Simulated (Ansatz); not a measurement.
**C₅H₆AlP···H₂ (Al(phosphinine)H3) (charge +1, doublet): density, localisation and related maps**

```yaml
atoms:
  - { symbol: Al, position_ang: [1.3209, 2.2244, -1.6502] }
  - { symbol: P, position_ang: [0.2653, 0.3571, -0.5182] }
  - { symbol: C, position_ang: [-1.2939, 0.5087, 0.2329] }
  - { symbol: C, position_ang: [-1.6720, -0.3382, 1.2801] }
  - { symbol: C, position_ang: [-0.8338, -1.3274, 1.8303] }
  - { symbol: C, position_ang: [0.4850, -1.5756, 1.3987] }
  - { symbol: C, position_ang: [1.1182, -0.8625, 0.3763] }
  - { symbol: H, position_ang: [-1.9990, 1.2580, -0.1615] }
  - { symbol: H, position_ang: [-2.6855, -0.2208, 1.6969] }
  - { symbol: H, position_ang: [-1.2303, -1.9398, 2.6544] }
  - { symbol: H, position_ang: [1.0584, -2.3688, 1.9049] }
  - { symbol: H, position_ang: [2.1571, -1.0994, 0.0966] }
  - { symbol: H, position_ang: [1.9489, 1.1368, -3.3414] }
  - { symbol: H, position_ang: [0.1751, 3.1494, -2.2634] }
  - { symbol: H, position_ang: [1.1856, 1.0979, -3.5364] }
```

Geometry: PBE-D4/def2-SVP.

Theory: UKS PBE0-D4/def2-TZVP in Ansatz 0.2.0.

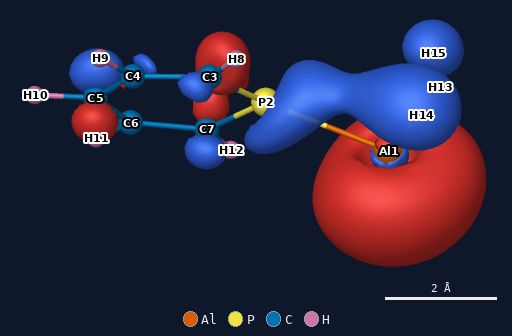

Figure 1. One frontier orbital at ±0.1 Å⁻³ᐟ² (blue and red are the two phases), seen from one side.

Q: Which orbital is it: HOMO (α) or LUMO (α)?

A: The HOMO (α), at −10.47 eV. It lies mainly on Al1 (about 65 %), P2 (about 10 %) and H14 (about 5 %).

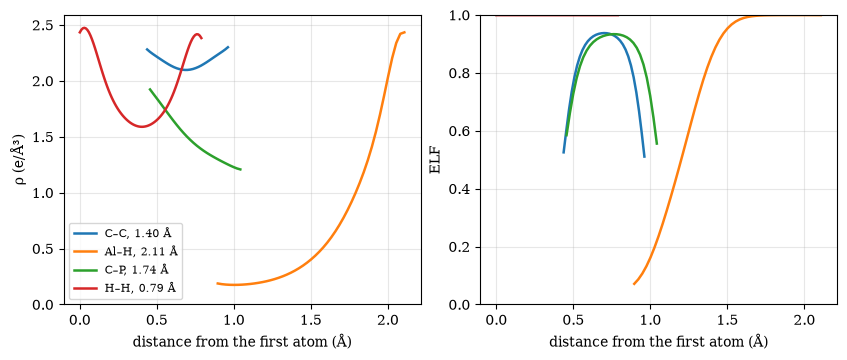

Figure 2. Electron density and electron localisation function along straight lines between neighbouring atoms. The curves leave out the atomic cores.

Q: Compare the contacts.

A: C–C (1.40 Å): ρ is about 2.1 e/Å³ halfway; the ELF peaks at about 0.95 between the atoms (localised, covalent bonding).
Al1···H13 (2.11 Å): the density falls to about 0.18 e/Å³ on the way; the ELF climbs to about 1 towards the hydrogen.
C–P (1.74 Å): ρ is about 1.3 e/Å³ halfway; the ELF peaks at about 0.95 between the atoms; a covalent bond.
H13···H15 (0.79 Å): the density falls to about 1.6 e/Å³ on the way; the ELF peaks at about 1 between the atoms.

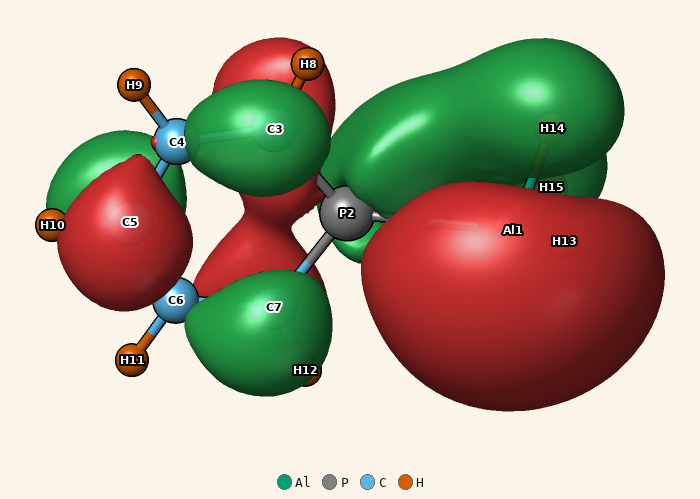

Figure 3. The LUMO (β) at ±0.05 Å⁻³ᐟ² (green and red are the two phases), seen at a tilt.

Q: What is the character of this orbital?

A: Its weight (Hirshfeld) is mainly on Al1 (about 50 %), P2 (about 15 %), C3 (about 5 %) and C5 (about 5 %). Its energy is −7.46 eV.
